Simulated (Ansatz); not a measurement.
A series of calculations on CHClOSSi

## 1. Relaxation

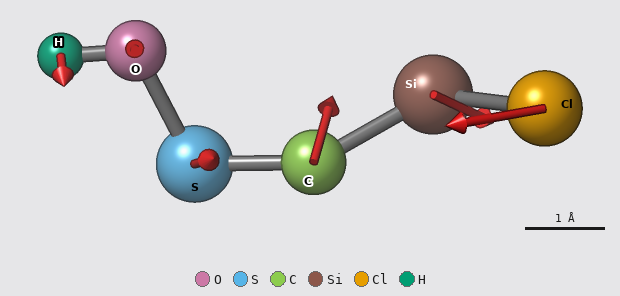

A relaxation of CHClOSSi. The starting structure is drawn; red arrows show the displacements, 3 times their true length. The two geometries are superimposed by the best rigid fit.

The picture is a ball-and-stick view, seen at a tilt.

The run prepares an end point of a later path (torsion) calculation, from a guessed geometry.

Theory: RKS BHLYP/def2-SVP in Ansatz.

Input file:
```yaml
crystal:
  periodic: [false, false, false]
  atoms:
    - { symbol: O, position_ang: [0.18897, 0.23385, 1.94381] }
    - { symbol: S, position_ang: [-0.1835, -1.10022, 0.90243] }
    - { symbol: C, position_ang: [0.01641, -0.59121, -0.58826] }
    - { symbol: Si, position_ang: [-0.72642, 0.48793, -1.7744] }
    - { symbol: Cl, position_ang: [0.44722, 1.0556, -3.32946] }
    - { symbol: H, position_ang: [0.25731, -0.08594, 2.84588] }
basis:
  gaussian: { orbitals: def2-SVP }
hamiltonian:
  xc: { name: BHLYP }
relax:
  f_tol: 0.015
  max_steps: 40
```

Command:
```bash
ansatz run input.yaml --threads 1 --pin off --max-ram 2048MiB --backend cpu --events-out ev --progress --plain --runs-dir out
```

What happened in the run?

Over 14 accepted moves (19 points after the start) the energy falls by 8.85 kcal/mol. The largest force component goes from 1.5 to 0.0047 eV/Å. The line search rejected the trial steps at points 9, 11, 14, 15, 18 of the run. Cl5 moves most after the best rigid fit: 0.48 Å. Largest moves by element: Cl 0.48 Å, Si 0.43 Å, C 0.39 Å, S 0.31 Å, H 0.21 Å, O 0.10 Å. Near-neighbour distances that change, for instance: Si4–Cl5 2.029 → 2.108 Å, O1–S2 1.733 → 1.677 Å, S2–C3 1.588 → 1.536 Å, C3–Si4 1.767 → 1.789 Å. Among the angles between lasting bonds that change: S2–C3–Si4 140.6° → 170.2°, C3–Si4–Cl5 116.2° → 97.6°, O1–S2–C3 106.9° → 109.9°.

## 2. Relaxation

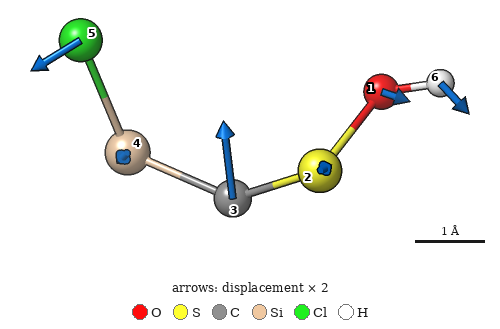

A relaxation of CHClOSSi. The starting structure is drawn; blue arrows show the displacements, 2 times their true length. The two geometries are superimposed by the best rigid fit.

Style: ball-and-stick. Shown face on.

The run prepares an end point of a later path (torsion) calculation, from a guessed geometry.

Level of theory: RKS BHLYP/def2-SVP (Ansatz 0.2.0). Set-up: no spin polarisation; force threshold 0.015 eV/Å; at most 40 steps.

Which element moves most?

Answer. Carbon: up to 0.61 Å, against 0.43 Å for chlorine.

What did the optimiser do to the structure, and how much energy did it gain?

Answer. The largest move after the best rigid fit is that of C3, 0.61 Å. By element the largest moves are C 0.61 Å, Cl 0.43 Å, H 0.32 Å, O 0.23 Å, Si 0.17 Å, S 0.15 Å. Among the contacts that change: Si4–Cl5 2.029 → 2.107 Å, O1–S2 1.733 → 1.677 Å, S2–C3 1.588 → 1.536 Å, C3–Si4 1.767 → 1.789 Å. Among the angles between lasting bonds that change: S2–C3–Si4 140.6° → 169.7°, C3–Si4–Cl5 116.2° → 97.7°, O1–S2–C3 106.9° → 109.9°. Over 15 accepted moves (17 points after the start) the energy falls by 27.9 kcal/mol. Largest force component: 4.2 eV/Å at the start, 0.014 eV/Å at the end. The line search rejected the trial steps at points 11, 14 of the run. Cost: 79 s on 1 thread of Arm Neoverse V1, with other jobs on the host, peak memory 0.17 GiB.

## 3. Path

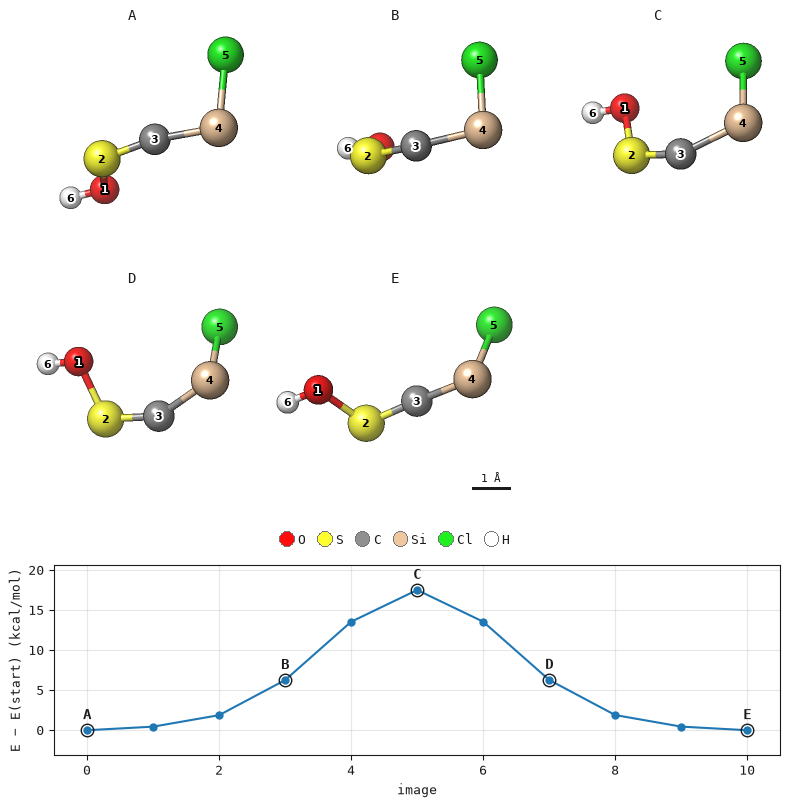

A search for the minimum-energy path of CHClOSSi by the nudged elastic band. Images are numbered from 0 (start) to 10 (end). Frames A to E are images 0, 3, 5, 7, 10. Style: ball-and-stick. Shown from a free direction.

Computed with Ansatz, RKS BHLYP/def2-SVP. Run with 9 movable images; climbing image; force threshold 0.03 eV/Å; iteration limit 38; starting path by image-dependent pair potential.

Question: Read off the barrier and say what moves.

Answer: The two ends have the same energy, and the highest point, image 5, lies 17.5 kcal/mol above the start. The motion is a rotation about the C3–Si4 bond by about 320°, with a turn of about 135° about S2–C3. No bond forms or breaks between the ends. Bond angles that change up to the highest image, for instance: S2–C3–Si4 170.2° → 150.0°, O1–S2–C3 109.9° → 114.8°. The band is converged. At the top, the vibrational analysis gives one imaginary mode (144i cm⁻¹), as a transition state must have.
